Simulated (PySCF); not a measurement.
Input file:

```
{"job": {"kind": "nmr", "xc": "PBE0", "basis": "pcSseg-1"}, "charge": 0, "multiplicity": 1}
C      3.174074     0.341279    -0.329876
C      1.982773     0.175824    -0.271201
C      0.602474     0.014270    -0.151007
C     -0.175320    -0.635409    -1.044635
C     -1.588493    -0.692944    -0.736882
C     -1.981350    -0.098862     0.400229
Si    -0.490870     0.655657     1.269799
H      4.212161     0.474171    -0.399663
H      0.207668    -1.094250    -1.945471
H     -2.259078    -1.199686    -1.417539
H     -3.010659    -0.086900     0.716967
H     -0.514451     2.116554     1.340269
H     -0.163319     0.030783     2.551281
```

Launched as:

```sh
OMP_NUM_THREADS=1 python probes_run.py task.json out
```

Geometry: GFN2-xTB.

Level of theory: PBE0/pcSseg-1, SCF density, gas phase, non-relativistic in PySCF.

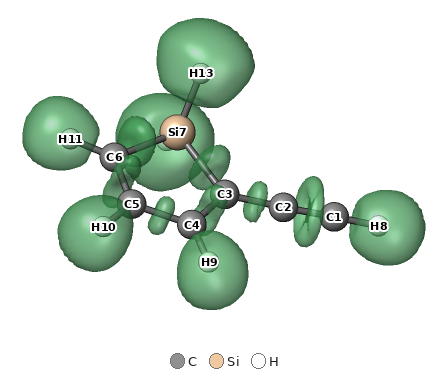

C₆H₆Si (SMILES C#CC1=CC=C[SiH2]1). Isosurface of the ELF at 0.85 (green), seen at an oblique angle. Only the valence region is drawn (cores and ρ < 0.01 e/Å³ removed).

### Where are the electrons localised?

The ELF exceeds this value in five regions between bonded C–C atoms (shared pairs), two regions between bonded C–Si atoms (shared pairs) and six regions around hydrogen nuclei. Profiles from the grid: C–C (1.20 Å): the ELF peaks at about 0.85 between the atoms (a multiple bond). C–Si (1.88 Å): the ELF peaks at about 0.95 between the atoms (a covalent bond).
